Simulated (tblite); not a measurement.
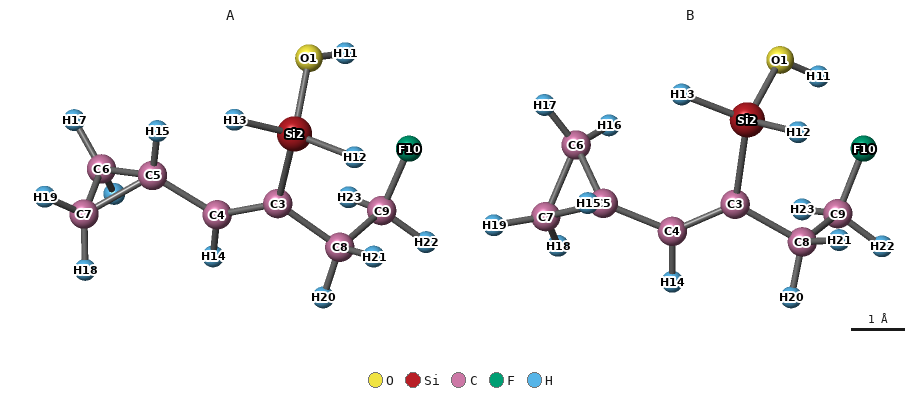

Two geometries of C₇H₁₃FOSi, drawn at one scale. One is the start of a relaxation, the other its converged end. A ball-and-stick model, seen at a tilt.

Level of theory: GFN2-xTB geometry optimisation, gas phase in tblite. 

Which of the two is the end point?

Answer. Structure A is the relaxed one. The energy falls by 7.40 kcal/mol in 168 geometry steps. The largest moves after the best rigid fit, 1.70 Å, are those of H15 and H16. Largest moves by element: H 1.70 Å, C 0.88 Å, O 0.70 Å, Si 0.43 Å, F 0.28 Å. Among the contacts that change: O1–Si2 1.664 → 1.625 Å, C6–H16 1.100 → 1.080 Å, O1–H11 0.974 → 0.955 Å, C8–H21 1.107 → 1.091 Å. Bond angles that change, for instance: O1–Si2–H13 109.5° → 102.1°, Si2–O1–H11 114.4° → 119.6°, C4–C3–C8 121.5° → 118.3°. Groups turn about C4–C5 by about 75°, Si2–C3 by about 25°. The run took 1.6 s on 1 thread of Arm Neoverse V1, on a shared host.
